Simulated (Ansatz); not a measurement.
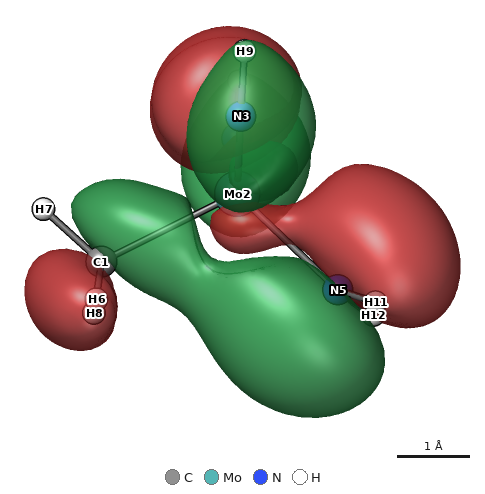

Figure 1: CH$_{7}$MoN$_{3}$. The HOMO−1 at ±0.06 Å⁻³ᐟ² (green and red are the two phases), seen across its widest extent.

Geometry: PBE0-D4/def2-TZVP; core potentials replace the inner electrons of Mo.

The calculation used RKS PBE0-D4/def2-TZVPP in Ansatz.

Input

```
crystal:
  periodic: [false, false, false]
  atoms:
    - {symbol: C, position_ang: [-1.513608, 0.755295, 0.462880]}
    - {symbol: Mo, position_ang: [0.392026, -0.059253, 0.017474]}
    - {symbol: N, position_ang: [0.949499, -0.715473, 1.518862]}
    - {symbol: N, position_ang: [1.311984, 1.279194, -0.580504]}
    - {symbol: N, position_ang: [0.204490, -1.441996, -1.328843]}
    - {symbol: H, position_ang: [-2.164161, -0.038611, 0.838595]}
    - {symbol: H, position_ang: [-1.436435, 1.537773, 1.219695]}
    - {symbol: H, position_ang: [-1.942125, 1.183003, -0.447113]}
    - {symbol: H, position_ang: [1.578051, -0.779200, 2.307702]}
    - {symbol: H, position_ang: [2.072526, 1.944413, -0.559539]}
    - {symbol: H, position_ang: [0.209721, -2.427525, -1.110576]}
    - {symbol: H, position_ang: [0.414930, -1.292719, -2.304733]}
basis:
  gaussian: {orbitals: def2-TZVPP}
hamiltonian: {xc: pbe0, dispersion: d4}
output: {orbitals: {seedname: orbitals}}
```

Command:

```sh
ansatz run in.yaml --threads 4 --pin off --events-out ev --progress --plain --max-ram 11315MiB
```

Q: Describe this orbital and give its energy.

A: It lies mainly on N5 (about 45 %), Mo2 (about 15 %), N3 (about 10 %) and N4 (about 10 %). Its energy is −7.55 eV.
